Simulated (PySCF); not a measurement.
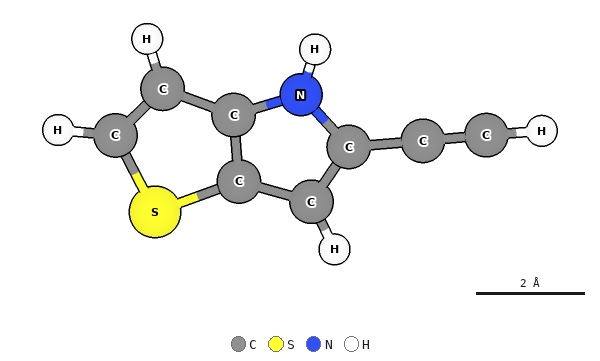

*The structure (ball-and-stick view, seen at a tilt).*

Bond lengths as drawn: C–C 1.20 to 1.41 Å, C–H 1.05 to 1.08 Å, C–N 1.36 to 1.38 Å, C–S 1.73 to 1.74 Å and H–N 1.01 Å.

# C₈H₅NS: NMR shielding calculation

The run: NMR shielding calculation of C₈H₅NS. Method and program: GIAO PBE0/pcSseg-1 NMR shielding, non-relativistic, gas phase (PySCF 2.14.0).

The geometry comes from this level: GFN2-xTB. It belongs to a series of runs on one base structure; here: H on C replaced by ethynyl. Figures and captions count atoms from 1; the log counts them from 0 in places.

**Log**
```
coarse grid: 14480 points
cycle   1  E = -759.9822676023  dE =  2.292e+00  |g| = 4.353e-01  |ddm| = 4.434e+00
cycle   2  E = -759.9740555247  dE =  8.212e-03  |g| = 4.844e-01  |ddm| = 1.083e+00
cycle   3  E = -760.0288485612  dE = -5.479e-02  |g| = 1.351e-01  |ddm| = 5.607e-01
cycle   4  E = -760.0328295775  dE = -3.981e-03  |g| = 3.998e-02  |ddm| = 1.462e-01
cycle   5  E = -760.0331220190  dE = -2.924e-04  |g| = 2.220e-02  |ddm| = 5.536e-02
cycle   6  E = -760.0332439062  dE = -1.219e-04  |g| = 4.969e-03  |ddm| = 2.262e-02
cycle   7  E = -760.0332498375  dE = -5.931e-06  |g| = 1.950e-03  |ddm| = 6.690e-03
final grid: 139264 points
cycle   8  E = -760.0942362210  dE = -2.655e-05  |g| = 9.995e-03  |ddm| = 7.305e-02
cycle   9  E = -760.0942041631  dE =  3.206e-05  |g| = 1.470e-02  |ddm| = 2.687e-02
cycle  10  E = -760.0942606312  dE = -5.647e-05  |g| = 2.208e-03  |ddm| = 1.847e-02
cycle  11  E = -760.0942619464  dE = -1.315e-06  |g| = 4.048e-04  |ddm| = 2.752e-03
cycle  12  E = -760.0942619813  dE = -3.490e-08  |g| = 1.720e-04  |ddm| = 5.622e-04
cycle  13  E = -760.0942619877  dE = -6.337e-09  |g| = 7.921e-05  |ddm| = 2.004e-04
cycle  14  E = -760.0942619892  dE = -1.513e-09  |g| = 2.017e-05  |ddm| = 7.225e-05
cycle  15  E = -760.0942619893  dE = -8.686e-11  |g| = 8.061e-06  |ddm| = 2.712e-05
```

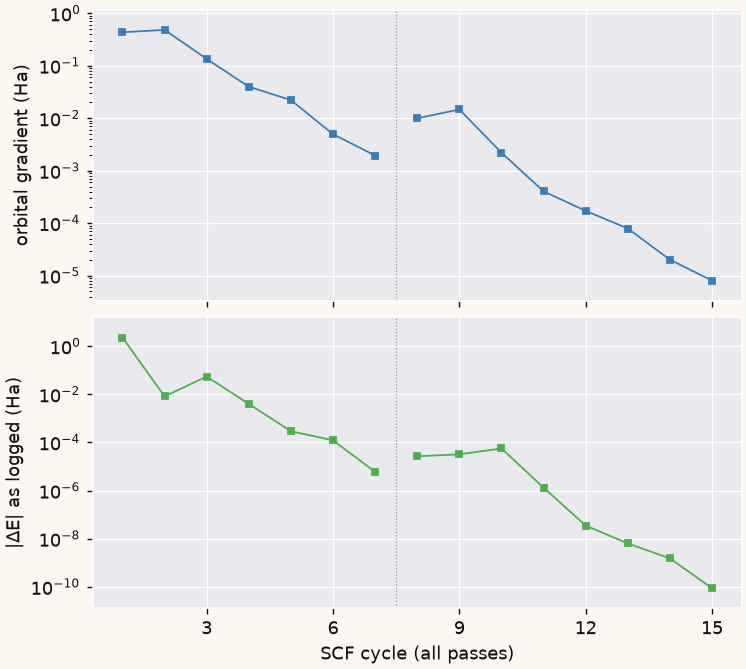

*Convergence of the self-consistent field: orbital gradient and size of the energy change against the SCF cycle. The dotted line marks the change from a coarse to the final integration grid.*

The first 7 cycles use a coarse grid, the final grid takes over at cycle 8, and the field converges after 15 cycles in all.

```
converged SCF energy = -760.0942619893

GIAO shielding tensors (ppm)
atom      isotropic    diamagn.    paramagn.     s11        s22        s33       span
  0 C       97.409     259.678    -162.269     27.397     60.893    203.936    176.539
  1 C      105.267     240.409    -135.142      8.357      9.257    298.187    289.830
  2 C       67.640     254.497    -186.857      5.980     72.657    124.284    118.303
  3 C       70.795     246.529    -175.734     -3.736     55.853    160.269    164.005
  4 C       52.761     266.701    -213.940      6.946     25.970    125.367    118.420
  5 S      363.900    1054.951    -691.051    204.393    428.084    459.222    254.830
  6 C       51.098     261.308    -210.210    -34.751     56.041    132.003    166.754
  7 C       73.400     248.510    -175.110     -6.138     64.759    161.578    167.716
  8 C       45.222     250.843    -205.621     -3.354     29.274    109.745    113.099
  9 N      109.323     330.512    -221.189     38.900    117.104    171.965    133.065
 10 H       28.667      33.653      -4.986     24.378     25.165     36.457     12.079
 11 H       24.663      31.279      -6.617     20.655     26.185     27.148      6.493
 12 H       24.558      29.295      -4.737     21.111     24.978     27.586      6.475
 13 H       24.803      29.351      -4.548     20.683     25.732     27.993      7.311
 14 H       23.927      32.805      -8.878     16.590     25.127     30.063     13.473
```

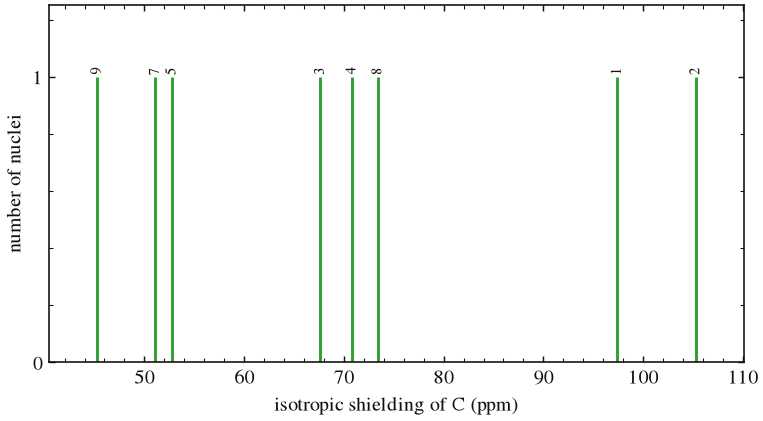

*Isotropic shieldings of the carbon nuclei in this fixed geometry, labelled by atom number; shielding grows to the right, so chemical shift grows to the left.*

The least shielded is C9 (45.2 ppm), the most shielded C2 (105.3 ppm).

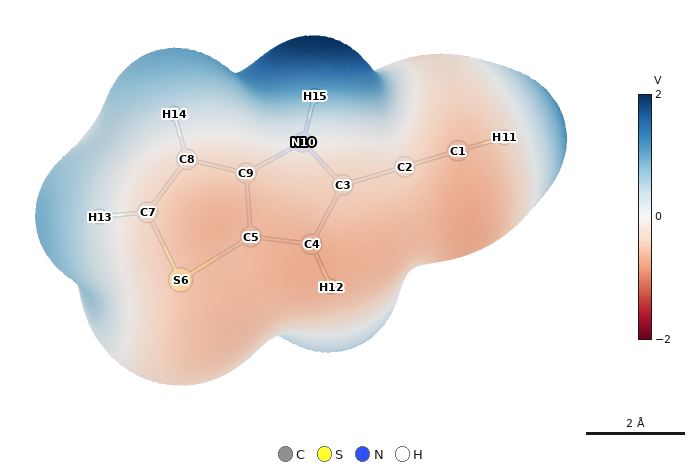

*The molecular electrostatic potential painted on the density surface at 0.001 e/bohr³, seen at a tilt; red is negative and blue positive.*

A positive charge is drawn to the negative regions and a negative charge to the positive ones. Its dipole moment is 2.09 D.

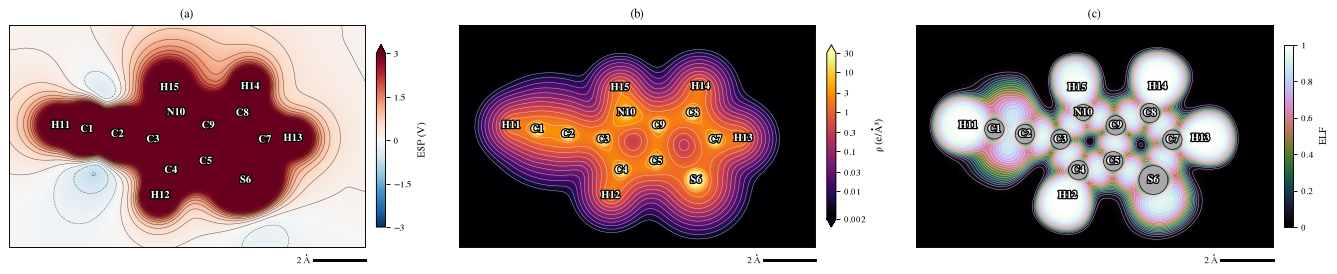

*(a) molecular electrostatic potential; (b) total electron density; (c) ELF on the molecular plane. Grey discs, where drawn, cover atomic cores.*

The section cuts through C, S, N and H sites. C–N (1.36 Å): ρ is about 2.3 e/Å³ halfway; the ELF peaks at about 0.95 between the atoms, which marks localised, shared-pair bonding. C–C (1.36 Å): ρ at the midpoint is about 2.2 e/Å³; the ELF peaks at about 0.95 between the atoms; a double or triple bond.

This output came from the following input.

**Input**
```
{"job": {"kind": "nmr", "xc": "PBE0", "basis": "pcSseg-1"}, "charge": 0, "multiplicity": 1}
C      3.664187    -0.229965    -1.313591
C      2.506861    -0.231480    -0.988486
C      1.160143    -0.224593    -0.600502
C      0.098933    -0.930329    -1.141188
C     -1.024322    -0.564762    -0.388246
S     -2.720964    -0.880815    -0.280164
C     -2.845520     0.214330     1.063092
C     -1.672308     0.797197     1.421367
C     -0.622359     0.352305     0.590370
N      0.714019     0.549588     0.447112
H      4.670419    -0.239182    -1.608347
H      0.148598    -1.611598    -1.965747
H     -3.809155     0.355931     1.511158
H     -1.570553     1.499241     2.229112
H      1.297606     1.152123     1.002149
```

The first line tells a small driver script what to run in PySCF; the rest is the geometry in Å.

Launch command:
```bash
OMP_NUM_THREADS=1 python <driver script> task.json out
```

**Key numbers**

```json
{"quantity": "outcome", "value": "converged"}
{"quantity": "total energy", "value": "−760.094262 hartree"}
{"quantity": "HOMO", "value": "−5.87 eV"}
{"quantity": "LUMO", "value": "−0.85 eV"}
{"quantity": "dipole moment", "value": "2.09 D"}
{"quantity": "isotropic shielding, C", "value": "45.2 to 105.3 ppm"}
{"quantity": "isotropic shielding, S", "value": "363.9 ppm"}
{"quantity": "isotropic shielding, N", "value": "109.3 ppm"}
{"quantity": "isotropic shielding, H", "value": "23.9 to 28.7 ppm"}
{"quantity": "hardware", "value": "1 CPU thread, shared host"}
{"quantity": "wall time", "value": "2.1 min"}
{"quantity": "peak memory", "value": "0.89 GiB"}
```
